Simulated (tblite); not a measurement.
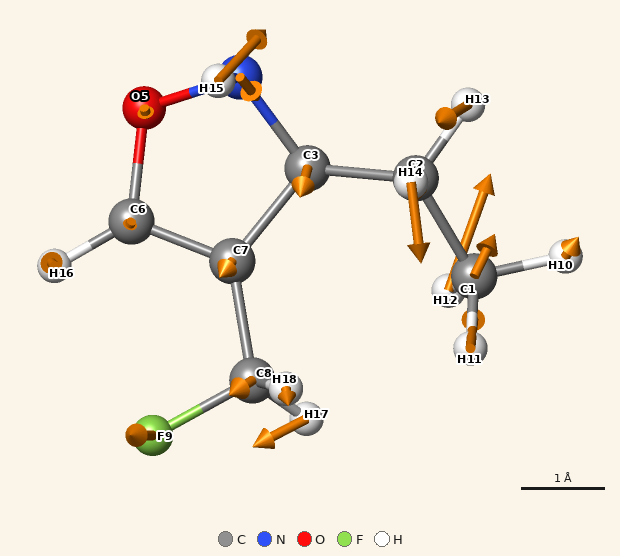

This is a relaxation of C$_{6}$H$_{9}$FNO (multiplicity 2). The starting structure is drawn; orange arrows show the displacements, at their true length. The two geometries are superimposed by the best rigid fit.

Style: ball-and-stick. Shown face on.

The calculation used GFN2-xTB geometry optimisation, gas phase (tblite 0.8.0). 

Question: What did the optimiser do to the structure, and how much energy did it gain?

Answer: An H atom moves most after the best rigid fit: 1.52 Å. By element the largest moves are H 1.52 Å, F 0.87 Å, C 0.64 Å, N 0.60 Å, O 0.21 Å. Some distances before and after: C–C 1.459 → 1.391 Å, C–H 1.143 → 1.087 Å, C–C 1.333 → 1.377 Å, H–N 1.055 → 1.020 Å. Among the angles between lasting bonds that change: C–C–C 117.8° → 131.7°, O–C–H 126.1° → 116.6°, C–N–O 99.3° → 107.6°. Groups turn about C–C by about 35°, C–C by about 35°. The energy falls by 37.2 kcal/mol in 126 geometry steps. The run took 0.68 s on 1 thread of Arm Neoverse V2, with other jobs on the host.
